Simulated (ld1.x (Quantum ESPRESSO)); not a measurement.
```yaml
element: H (Z = 1)
generator: ld1.x (Quantum ESPRESSO) 7.5
type: PAW
functional: PBE
relativity: scalar-relativistic
frozen_core: none
valence_charge: 1
reference_configuration: 1s1
partial_waves: 1s (bound): rcutus 1.05 bohr; 1s channel at 2.55 Ry: rcutus 1.05 bohr; 2p channel at -0.1 Ry: rcutus 1.10 bohr
local_potential: all-electron potential smoothed inside 0.80 bohr (lloc = -1)
core_correction: none
augmentation_charge: BESSEL, radius 0.65 bohr
```

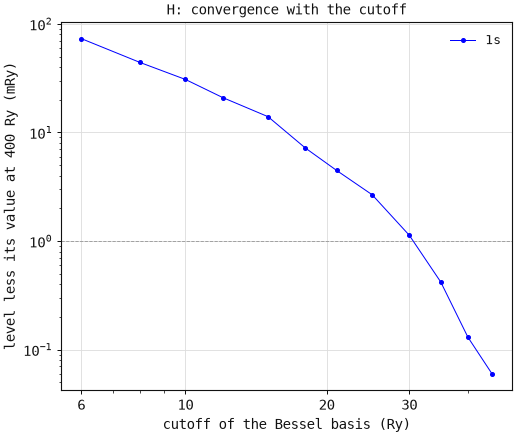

The pseudo-atom Hamiltonian at the reference potential is diagonalised in spherical Bessel functions (20 bohr box) up to the cutoff. Curves: distance of each valence level from its value at 400 Ry.

At which cutoff does each level come within 1 mRy for good?

1s: 35 Ry.

From which cutoff is the occupation-weighted sum of levels good to 10 mRy, and to 1 mRy?

18 Ry and 35 Ry, on the ladder of cutoffs that was run.
